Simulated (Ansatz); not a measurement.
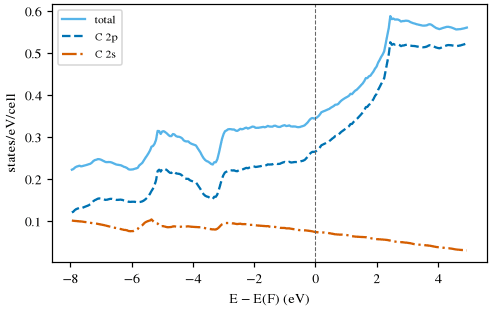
Figure: Total and projected density of states of C (fcc (Cu type), Fm-3m), r²SCAN+D4 in the plane-wave PAW code Ansatz

### Question
Which orbitals carry the states next to the Fermi level?

### Answer
Within 0.5 eV of the Fermi level: C 2p 77 %, C 2s 22 %. Projections are on Löwdin-orthogonalised atomic valence shells; empty p or d shells of many metals are not among them.

The start of the workflow was typed in or built on a structure type; neither database checked (COD, Materials Project) lists it. It is not the phase usual at ambient conditions (space group No. 194, 227). The r²SCAN+D4 relaxation kept the symmetry of its start. At this level the phase is mechanically unstable. The volume moved by -35 % from the start of the relaxation.

Potentials: the earlier of the program's two PAW sets.
